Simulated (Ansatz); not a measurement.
Sn$_{3}$GeO$_{4}$

The calculation's input:

```
crystal:
  lattice:
    - [3.8105635448, 0.0, 0.0]
    - [0.0, 3.8105635448, 0.0]
    - [0.0, 0.0, 9.8978660358]
  atoms:
    - { symbol: Sn, position: [0.5, 0.5, 0.1243018444] }
    - { symbol: Sn, position: [0.5, 0.5, 0.6092243121] }
    - { symbol: Sn, position: [0.0, 0.0, 0.8857504566] }
    - { symbol: Ge, position: [0.0, 0.0, 0.3918134065] }
    - { symbol: O, position: [0.0, 0.5, 0.0045116333] }
    - { symbol: O, position: [0.0, 0.5, 0.4899433569] }
    - { symbol: O, position: [0.5, 0.0, 0.0045116333] }
    - { symbol: O, position: [0.5, 0.0, 0.4899433569] }
basis:
  ecutwfc: 500
kpoints:
  mp_grid: { grid: [8, 8, 4] }
  band_path:
    path:
      - [[0.0, 0.0, 0.0], [0.0, 0.5, 0.0], [0.5, 0.5, 0.0], [0.0, 0.0, 0.0], [0.0, 0.0, 0.5], [0.0, 0.5, 0.5], [0.5, 0.5, 0.5], [0.0, 0.0, 0.5]]
      - [[0.0, 0.5, 0.0], [0.0, 0.5, 0.5]]
      - [[0.5, 0.5, 0.0], [0.5, 0.5, 0.5]]
    npoints: 14
hamiltonian:
  xc: r2scan
scf:
  occupations: { method: gaussian, width: 0.02 }
  n_extra_bands: 20
output:
  forces: true
  stress: true
  eigenvalues: true
  populations: true
  dos: { projected: true, de: 0.02, nscf_kmesh: { grid: [12, 12, 6] } }
  bader: true
  write_density: true
  write_potential: true
  elf: true
  volumetric_format: npy
```

Command:

```sh
ansatz run input.yaml --threads 1 --pin off --max-ram 2560MiB --backend cpu --events-out ev --progress --plain --runs-dir out
```

Below, planes, directions and counts refer to the conventional cell (a = 3.81 Å, b = 3.81 Å, c = 9.90 Å, α = 90.00°, β = 90.00°, γ = 90.00°).

Space group P4mm; a structure generated by program, which may or may not match a known phase; not relaxed (largest force 0.5 eV/Å); computed pressure about −4 GPa in this cell.

All numbers below come from DFT r2SCAN, scalar-relativistic, plane waves, PAW in Ansatz 0.2.0.

> What can the converged valence pseudo-density and electron localisation function tell about the bonding?

Ge–O (2.14 Å): the density is about 0.48 e/Å³ at the midpoint; the ELF peaks at about 0.85 in the valence shell of O, 0.6 Å from its nucleus, and is about 0.35 at the midpoint.
Sn–O (2.24 Å): ρ at the midpoint is about 0.45 e/Å³; the ELF peaks at about 0.85 in the valence shell of O, 0.6 Å from its nucleus, and is about 0.20 at the midpoint: no shared electron pair shows on this line.
Bader's partition of the density gives Sn +1.34, Ge +1.25 and O −1.31 e.

> What Bader charges does the calculation give?

Electrons move from Sn and Ge towards O. Bader charges: Sn +1.34, Ge +1.25 and O −1.31 e.

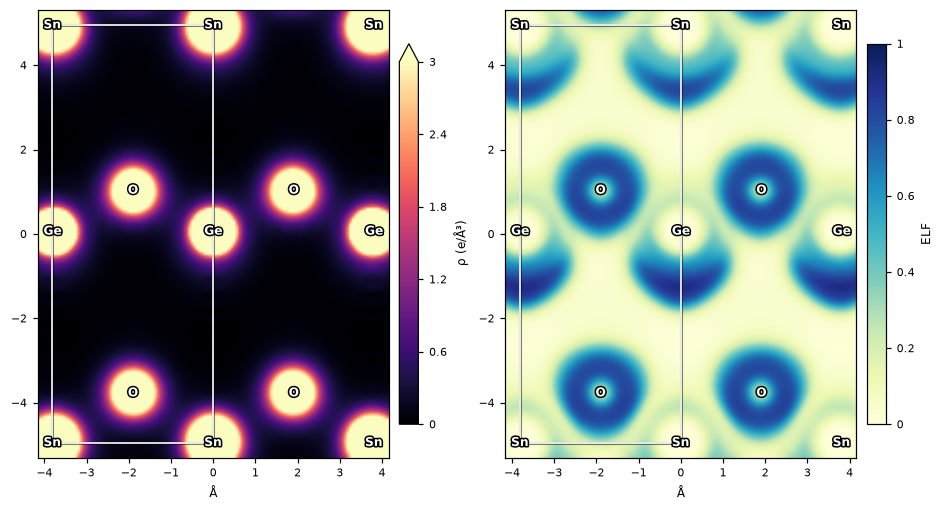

Computed valence pseudo-density and electron localisation function on the (010) plane of the conventional cell, in this order. 

Core electrons are frozen (PAW), and the valence fields are smoothed inside the atomic spheres.
